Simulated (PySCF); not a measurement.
# C2H6N2Si2: the cost of one run

Computed with PySCF 2.14.0, with density-fitted response routines of our own, on a single molecule in the gas phase. Atoms are numbered from 0 throughout.

## Step 1: The molecule as given

12 atoms, charge 0, multiplicity 1; geometry from: GFN2-xTB. The atoms were then displaced at random by about 0.01 Å, so the start is not that level's minimum.

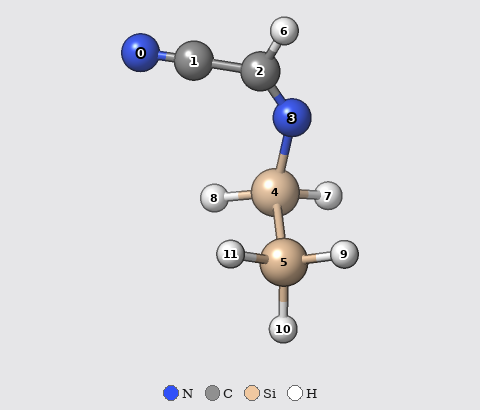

As it starts; nitrogen blue, carbon grey, silicon light orange, hydrogen white, atoms numbered.

## Step 2: Optimising the geometry at PBE0-D3(BJ)/def2-SVP

Job settings and geometry (Å):

```
{"job": {"xc": "PBE0", "basis": "def2-SVP", "d3": "d3bj", "grid": 1, "shake": 0.01, "kind": "geom"}, "charge": 0, "multiplicity": 1}
N      2.683770     1.488210    -1.633720
C      2.363250     0.922510    -0.698580
C      1.952480     0.190630     0.443710
N      0.999740    -0.560590     0.517140
Si    -0.357920    -0.950940    -0.505670
Si    -2.095280     0.209800     0.521060
H      2.626160     0.313020     1.326540
H     -0.384000    -2.390410    -0.323920
H     -0.217390    -0.638390    -1.907610
H     -2.197110    -0.047960     1.970860
H     -3.366260    -0.220340    -0.070770
H     -1.967750     1.656180     0.351930
```

Started as:

```bash
$ OMP_NUM_THREADS=1 python probes_run.py task.json out
```

One launch serves the whole session: the jobs run in the order shown.

Q: Estimate the wall time and peak memory of this first job on 1 thread of Arm Neoverse V1, shared host.

About 54 s, with a peak of 0.52 GiB.
